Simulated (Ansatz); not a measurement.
**Run report: CH₇AlN₂, geometry relaxation (part 1 of 2)**

CH₇AlN₂, SMILES N[CH2][AlH][NH2], computed with RKS PBE-D4/def2-SVP (Ansatz 0.2.0).

The geometry: force-field start. Figures and captions count atoms from 1; the log counts them from 0 in places.

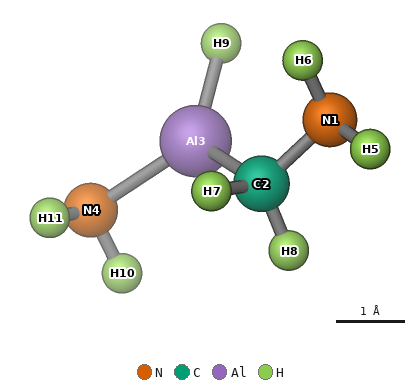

Figure 1. The starting structure (ball-and-stick view, seen at a tilt; atoms are numbered from 1 in the order of the input). Sticks mark near contacts.

## Summary

| quantity | value |
| --- | --- |
| outcome | converged |
| total energy | −10714.6524 eV |
| mean-field energy | −10714.4685 eV |
| dispersion energy | −0.1839 eV |
| SCF solution under orbital rotations | stable |
| largest force (length of the vector) at the end | 0.017 eV/Å |
| dipole moment | 2.99 D |
| hardware | 2 threads of Arm Neoverse V1, 23 GiB of memory available, shared host |
| wall time | 58 s (CPU time 1.8 min) |
| peak memory | 0.13 GiB |

## The input
```yaml
crystal:
  periodic: [false, false, false]
  atoms:
    - {symbol: N, position_ang: [-1.569500, 1.139200, 0.412900]}
    - {symbol: C, position_ang: [-0.623200, 0.518400, -0.429000]}
    - {symbol: Al, position_ang: [0.469600, -0.695900, 0.673300]}
    - {symbol: N, position_ang: [1.967500, -1.710900, -0.131900]}
    - {symbol: H, position_ang: [-2.235100, 1.732600, -0.250000]}
    - {symbol: H, position_ang: [-1.125700, 1.890100, 1.012600]}
    - {symbol: H, position_ang: [0.059100, 1.275400, -0.920200]}
    - {symbol: H, position_ang: [-1.086300, -0.074600, -1.211000]}
    - {symbol: H, position_ang: [0.241600, -0.796800, 2.299500]}
    - {symbol: H, position_ang: [1.447900, -2.292700, -0.854900]}
    - {symbol: H, position_ang: [2.519400, -1.041700, -0.580800]}
basis:
  gaussian: {orbitals: def2-SVP}
hamiltonian: {xc: pbe, dispersion: d4}
relax: {f_tol: 0.03, max_steps: 200}
```

Launched with:
```bash
ansatz run in.yaml --threads 2 --pin off --events-out ev --progress --plain --max-ram 4352MiB
```

## Log
```
Functional definition: PBE
  name "PBE"
  cite "Perdew, Burke & Ernzerhof, Phys. Rev. Lett. 77, 3865 (1996) doi:10.1103/PhysRevLett.77.3865"
  parent pbe
  parameter kappa = 0.804
  parameter beta = 0.06672455060314922
  exchange = pbe_x(kappa = kappa, mu = beta*pi^2/3)
  correlation = pbe_c(beta = beta)
1101 factors; their error is unknown
mean field evaluation 1: about -10695.5888 eV, gradient 8.8e1 eV
mean field evaluation 2: about -10616.7203 eV, gradient 1.7e2 eV
mean field evaluation 4: about -10712.0014 eV, gradient 2.2e1 eV
mean field evaluation 8: about -10713.1628 eV, gradient 9.6e-2 eV
mean field evaluation 16: about -10713.1004 eV, gradient 6.0e-5 eV
mean field -10713.10041899 eV, -393.6991787977 hartree, gradient 6.0e-5 eV, S^2 0.000000; 0 other end points of the search recorded, 0 dependent functions left out
the calculation of the forces begins
reference -10713.10046002 eV, -393.6991803053 hartree; 20, 20 occupied and 75, 75 virtual orbitals, 1101 factors
relax step   1: F+E_penalty+E_count = -10713.26807289 eV  Δ(F+E_penalty+E_count) = +0.000e0 eV  max|allowed force component| = 3.831e0 eV/Å  Δτ_max = 0.0000 Å  (27 SCF iters, accepted)
these checks for a lower state are left out or cut short: starts, cluster_reference, orbital_swaps, neighbouring_geometries, increment
1101 factors; their error is unknown
mean field -10713.62699388 eV, -393.7185300679 hartree, gradient 1.4e-5 eV, S^2 0.000000; 0 other end points of the search recorded, 0 dependent functions left out
[... from here on the field's lines of each further geometry are left out, up to the last ...]
relax step   2: F+E_penalty+E_count = -10713.79403063 eV  Δ(F+E_penalty+E_count) = -5.260e-1 eV  max|allowed force component| = 1.502e0 eV/Å  Δτ_max = 0.1514 Å  (27 SCF iters, accepted)
relax step   3: F+E_penalty+E_count = -10713.91517179 eV  Δ(F+E_penalty+E_count) = -1.211e-1 eV  max|allowed force component| = 1.417e0 eV/Å  Δτ_max = 0.1948 Å  (33 SCF iters, accepted)
relax step   4: F+E_penalty+E_count = -10713.99168220 eV  Δ(F+E_penalty+E_count) = -7.651e-2 eV  max|allowed force component| = 1.270e0 eV/Å  Δτ_max = 0.1941 Å  (27 SCF iters, accepted)
relax step   5: F+E_penalty+E_count = -10714.06573773 eV  Δ(F+E_penalty+E_count) = -7.406e-2 eV  max|allowed force component| = 1.249e0 eV/Å  Δτ_max = 0.2000 Å  (27 SCF iters, accepted)
relax step   6: F+E_penalty+E_count = -10714.16669506 eV  Δ(F+E_penalty+E_count) = -1.010e-1 eV  max|allowed force component| = 1.718e0 eV/Å  Δτ_max = 0.1991 Å  (28 SCF iters, accepted)
relax step   7: F+E_penalty+E_count = -10714.30201436 eV  Δ(F+E_penalty+E_count) = -1.353e-1 eV  max|allowed force component| = 8.467e-1 eV/Å  Δτ_max = 0.2000 Å  (34 SCF iters, accepted)
relax step   8: F+E_penalty+E_count = -10714.37631348 eV  Δ(F+E_penalty+E_count) = -7.430e-2 eV  max|allowed force component| = 2.048e-1 eV/Å  Δτ_max = 0.2000 Å  (34 SCF iters, accepted)
relax step   9: F+E_penalty+E_count = -10714.37998401 eV  Δ(F+E_penalty+E_count) = -3.671e-3 eV  max|allowed force component| = 2.990e-1 eV/Å  Δτ_max = 0.1997 Å  (27 SCF iters, accepted)
relax step  10: F+E_penalty+E_count = -10714.39698041 eV  Δ(F+E_penalty+E_count) = -1.700e-2 eV  max|allowed force component| = 3.167e-1 eV/Å  Δτ_max = 0.1237 Å  (29 SCF iters, accepted)
relax step  11: F+E_penalty+E_count = -10714.40627562 eV  Δ(F+E_penalty+E_count) = -9.295e-3 eV  max|allowed force component| = 2.965e-1 eV/Å  Δτ_max = 0.1309 Å  (27 SCF iters, accepted)
relax step  12: F+E_penalty+E_count = -10714.41312173 eV  Δ(F+E_penalty+E_count) = -6.846e-3 eV  max|allowed force component| = 1.194e-1 eV/Å  Δτ_max = 0.0633 Å  (27 SCF iters, accepted)
relax step  13: F+E_penalty+E_count = -10714.41757241 eV  Δ(F+E_penalty+E_count) = -4.451e-3 eV  max|allowed force component| = 2.054e-1 eV/Å  Δτ_max = 0.0769 Å  (28 SCF iters, accepted)
relax step  14: F+E_penalty+E_count = -10714.42314776 eV  Δ(F+E_penalty+E_count) = -5.575e-3 eV  max|allowed force component| = 2.516e-1 eV/Å  Δτ_max = 0.0899 Å  (28 SCF iters, accepted)
relax step  15: F+E_penalty+E_count = -10714.43213614 eV  Δ(F+E_penalty+E_count) = -8.988e-3 eV  max|allowed force component| = 2.942e-1 eV/Å  Δτ_max = 0.1508 Å  (28 SCF iters, accepted)
relax step  16: F+E_penalty+E_count = -10714.45015174 eV  Δ(F+E_penalty+E_count) = -1.802e-2 eV  max|allowed force component| = 3.713e-1 eV/Å  Δτ_max = 0.1472 Å  (26 SCF iters, accepted)
relax step  17: F+E_penalty+E_count = -10714.48434513 eV  Δ(F+E_penalty+E_count) = -3.419e-2 eV  max|allowed force component| = 5.205e-1 eV/Å  Δτ_max = 0.1947 Å  (26 SCF iters, accepted)
relax step  18: F+E_penalty+E_count = -10714.53324614 eV  Δ(F+E_penalty+E_count) = -4.890e-2 eV  max|allowed force component| = 7.937e-1 eV/Å  Δτ_max = 0.1946 Å  (26 SCF iters, accepted)
relax step  19: F+E_penalty+E_count = -10714.57591077 eV  Δ(F+E_penalty+E_count) = -4.266e-2 eV  max|allowed force component| = 9.336e-1 eV/Å  Δτ_max = 0.1950 Å  (28 SCF iters, accepted)
relax step  20: F+E_penalty+E_count = -10714.61994998 eV  Δ(F+E_penalty+E_count) = -4.404e-2 eV  max|allowed force component| = 2.946e-1 eV/Å  Δτ_max = 0.2000 Å  (26 SCF iters, accepted)
relax step  21: F+E_penalty+E_count = -10714.53783330 eV  Δ(F+E_penalty+E_count) = +8.212e-2 eV  max|allowed force component| = 1.164e0 eV/Å  Δτ_max = 0.1525 Å  (28 SCF iters, rejected (line search))
relax step  22: F+E_penalty+E_count = -10714.63429762 eV  Δ(F+E_penalty+E_count) = -1.435e-2 eV  max|allowed force component| = 2.985e-1 eV/Å  Δτ_max = 0.0744 Å  (29 SCF iters, accepted)
relax step  23: F+E_penalty+E_count = -10714.64196534 eV  Δ(F+E_penalty+E_count) = -7.668e-3 eV  max|allowed force component| = 1.760e-1 eV/Å  Δτ_max = 0.0869 Å  (29 SCF iters, accepted)
relax step  24: F+E_penalty+E_count = -10714.64572138 eV  Δ(F+E_penalty+E_count) = -3.756e-3 eV  max|allowed force component| = 1.471e-1 eV/Å  Δτ_max = 0.0463 Å  (29 SCF iters, accepted)
relax step  25: F+E_penalty+E_count = -10714.64593944 eV  Δ(F+E_penalty+E_count) = -2.181e-4 eV  max|allowed force component| = 1.049e-1 eV/Å  Δτ_max = 0.0891 Å  (27 SCF iters, accepted)
relax step  26: F+E_penalty+E_count = -10714.64954707 eV  Δ(F+E_penalty+E_count) = -3.608e-3 eV  max|allowed force component| = 6.569e-2 eV/Å  Δτ_max = 0.0492 Å  (28 SCF iters, accepted)
relax step  27: F+E_penalty+E_count = -10714.65006675 eV  Δ(F+E_penalty+E_count) = -5.197e-4 eV  max|allowed force component| = 1.028e-1 eV/Å  Δτ_max = 0.0466 Å  (28 SCF iters, accepted)
relax step  28: F+E_penalty+E_count = -10714.65101489 eV  Δ(F+E_penalty+E_count) = -9.481e-4 eV  max|allowed force component| = 5.430e-2 eV/Å  Δτ_max = 0.0229 Å  (29 SCF iters, accepted)
relax step  29: F+E_penalty+E_count = -10714.65137569 eV  Δ(F+E_penalty+E_count) = -3.608e-4 eV  max|allowed force component| = 4.426e-2 eV/Å  Δτ_max = 0.0264 Å  (29 SCF iters, accepted)
relax step  30: F+E_penalty+E_count = -10714.65169362 eV  Δ(F+E_penalty+E_count) = -3.179e-4 eV  max|allowed force component| = 8.092e-2 eV/Å  Δτ_max = 0.0316 Å  (27 SCF iters, accepted)
relax step  31: F+E_penalty+E_count = -10714.65189075 eV  Δ(F+E_penalty+E_count) = -1.971e-4 eV  max|allowed force component| = 6.631e-2 eV/Å  Δτ_max = 0.0213 Å  (29 SCF iters, accepted)
relax step  32: F+E_penalty+E_count = -10714.65208529 eV  Δ(F+E_penalty+E_count) = -1.945e-4 eV  max|allowed force component| = 4.537e-2 eV/Å  Δτ_max = 0.0327 Å  (28 SCF iters, accepted)
relax step  33: F+E_penalty+E_count = -10714.65217500 eV  Δ(F+E_penalty+E_count) = -8.970e-5 eV  max|allowed force component| = 5.259e-2 eV/Å  Δτ_max = 0.0349 Å  (27 SCF iters, accepted)
relax step  34: F+E_penalty+E_count = -10714.65226337 eV  Δ(F+E_penalty+E_count) = -8.838e-5 eV  max|allowed force component| = 4.576e-2 eV/Å  Δτ_max = 0.0035 Å  (22 SCF iters, accepted)
relax step  35: F+E_penalty+E_count = -10714.65233203 eV  Δ(F+E_penalty+E_count) = -6.866e-5 eV  max|allowed force component| = 3.466e-2 eV/Å  Δτ_max = 0.0032 Å  (22 SCF iters, accepted)
the calculation of the forces begins
reference -10714.46853643 eV, -393.7494561861 hartree; 20, 20 occupied and 75, 75 virtual orbitals, 1101 factors
relax step  36: F+E_penalty+E_count = -10714.65236457 eV  Δ(F+E_penalty+E_count) = -3.254e-5 eV  max|allowed force component| = 1.021e-2 eV/Å  Δτ_max = 0.0084 Å  (29 SCF iters, accepted)
```

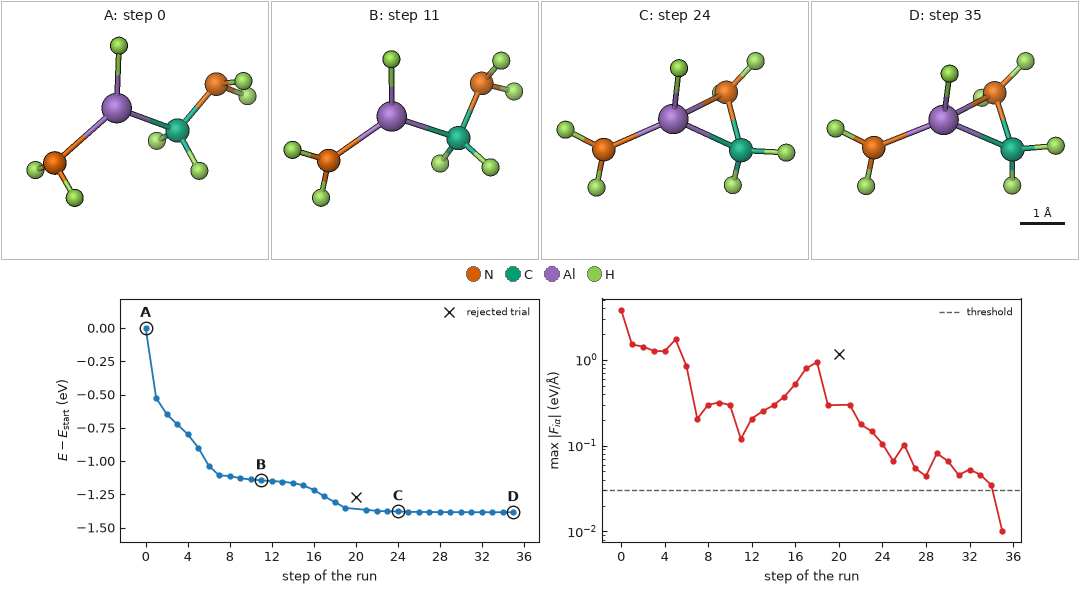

Figure 2. Frames of the relaxation (ball-and-stick view, seen at a tilt) above the curves, on which the letters mark them (the first geometry is step 0 here and step 1 in the log).

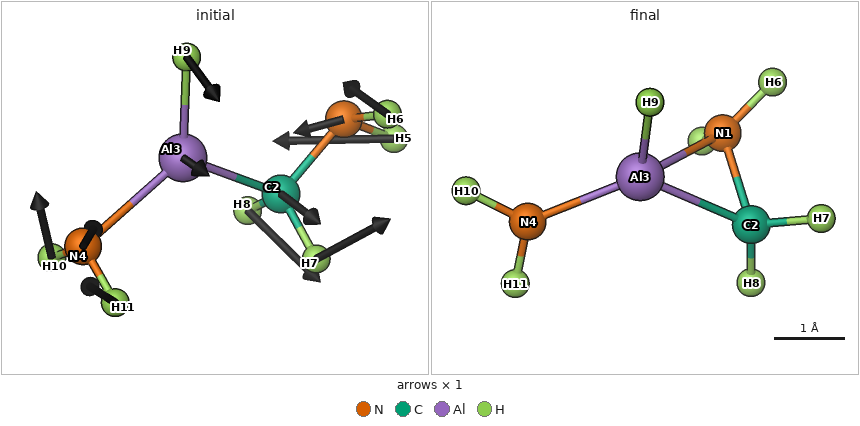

Figure 3. Before (left) and after (right) the relaxation, at one scale (ball-and-stick view, seen at a tilt). The black arrows give the displacements, at true length. The largest move after the best rigid fit is that of H5, 1.77 Å. Largest moves by element: H 1.77 Å, C 0.92 Å, N 0.84 Å, Al 0.52 Å. Among the contacts that change: N1–Al3 2.756 → 2.077 Å, Al3–N4 1.980 → 1.799 Å, N1–C2 1.411 → 1.532 Å, N1–H5 1.111 → 1.027 Å. New bonds form: N1–Al3 (2.76 → 2.08 Å). Among the angles that change: N1–C2–Al3 108.0° → 71.6°, Al3–N4–H10 100.8° → 124.5°, Al3–N4–H11 105.3° → 125.7°. Over 35 geometry steps the energy falls by 1.384 eV. The largest force component goes from 3.8 to 0.01 eV/Å. The line search rejected the trial step at point 20 (counted from 0) and went back. (Atoms are counted from 1 in the order of the input.)

```
1101 factors; their error is unknown
mean field -10714.46849484 eV, -393.7494546578 hartree, gradient 2.3e-5 eV, S^2 0.000000; 1 other end points of the search recorded, 0 dependent functions left out
the calculation of the forces begins
reference -10714.46853643 eV, -393.7494561861 hartree; 20, 20 occupied and 75, 75 virtual orbitals, 1101 factors
Total energy: -10714.65240616 eV, -393.7562132740 hartree
Atom 0 at    -1.221940     0.527885     0.249803 Å, force     0.010206     0.002182    -0.001894 eV/Å
Atom 1 at    -0.080989     1.261186    -0.463318 Å, force    -0.004387    -0.003731     0.008808 eV/Å
Atom 2 at     0.687442    -0.223897     0.573366 Å, force    -0.008779     0.009923    -0.009870 eV/Å
Atom 3 at     1.064817    -1.775918    -0.255478 Å, force    -0.000252    -0.005341     0.000614 eV/Å
Atom 4 at    -1.878424     0.071455    -0.394606 Å, force    -0.000160    -0.000894    -0.001217 eV/Å
Atom 5 at    -1.762579     1.112379     0.898762 Å, force    -0.000687     0.000887    -0.000085 eV/Å
Atom 6 at    -0.011806     2.308092    -0.114516 Å, force    -0.000556     0.001372     0.002222 eV/Å
Atom 7 at    -0.222570     1.251355    -1.560349 Å, force     0.000240    -0.001929    -0.003256 eV/Å
Atom 8 at     1.036496    -0.034204     2.122024 Å, force     0.002704    -0.001636     0.003003 eV/Å
Atom 9 at     1.245788    -2.659605     0.224414 Å, force     0.000955    -0.002182     0.001504 eV/Å
Atom 10 at     1.209067    -1.895627    -1.259602 Å, force     0.000716     0.001349     0.000171 eV/Å
Dipole moment:    -0.537936     0.070547    -0.304453 e Å
```

## Trajectory as extended XYZ (Å, eV, eV/Å), 19 of the 36 frames kept, from step=1 to step=36
```
11
Properties=species:S:1:pos:R:3:forces:R:3 step=1 energy=-10713.26807
N    -1.5695    1.1392    0.4129   -3.0183   2.8803  -0.1088
C    -0.6232    0.5184   -0.4290    2.2584   0.3361   0.0746
Al    0.4696   -0.6959    0.6733    1.5704  -1.0721  -0.0195
N     1.9675   -1.7109   -0.1319   -3.8308  -1.4595   1.7985
H    -2.2351    1.7326   -0.2500    1.1575  -1.1130   1.7319
H    -1.1257    1.8901    1.0126   -0.3819  -0.8927  -0.5930
H     0.0591    1.2754   -0.9202    0.0669  -0.4962  -0.4349
H    -1.0863   -0.0746   -1.2110   -0.4206  -0.4001  -0.7022
H     0.2416   -0.7968    2.2995    0.0584   0.0058  -0.5195
H     1.4479   -2.2927   -0.8549    1.0013   0.6692   0.4352
H     2.5194   -1.0417   -0.5808    1.5388   1.5423  -1.6624
11
Properties=species:S:1:pos:R:3:forces:R:3 step=3 energy=-10713.91517
N    -1.6722    1.1668    0.3721    0.4031  -0.0596   0.2726
C    -0.5471    0.6282   -0.4131    0.0152   0.1086  -0.0282
Al    0.5451   -0.6583    0.6440   -0.1823   0.1857   0.0765
N     1.8805   -1.6551   -0.0877    0.2036  -0.3574  -1.4169
H    -2.2727    1.7632   -0.1996   -0.2019   0.1625  -0.2619
H    -1.3199    1.7940    1.1129   -0.0255  -0.1772  -0.0905
H     0.0990    1.3720   -0.9649   -0.0965   0.0042   0.0797
H    -0.9610   -0.0033   -1.2392    0.0156  -0.0228   0.0677
H     0.3059   -0.8209    2.2132   -0.0739  -0.0476   0.0658
H     1.5430   -2.5046   -0.6189    0.4584   0.6677   0.6511
H     2.4646   -1.1390   -0.7981   -0.5157  -0.4639   0.5840
11
Properties=species:S:1:pos:R:3:forces:R:3 step=5 energy=-10714.06574
N    -1.6667    1.1768    0.3654    0.1467   0.0221   0.0572
C    -0.5358    0.6868   -0.4385   -0.0071   0.1029   0.0137
Al    0.5104   -0.6314    0.6111    0.1663  -0.2473   0.1890
N     1.8861   -1.5759   -0.1099   -0.1393  -0.8014  -1.1569
H    -2.2728    1.7967   -0.1854   -0.0732   0.0409  -0.0642
H    -1.3238    1.7584    1.1420   -0.0175  -0.0374  -0.0357
H     0.0846    1.4556   -0.9769   -0.0239   0.0268   0.0775
H    -0.9420    0.0569   -1.2690    0.0225  -0.0296   0.0526
H     0.2928   -0.9859    2.1623   -0.2171   0.0804  -0.0707
H     1.7302   -2.6113   -0.2942    0.4385   1.2494   0.4269
H     2.3023   -1.1838   -0.9865   -0.2959  -0.4067   0.5106
```
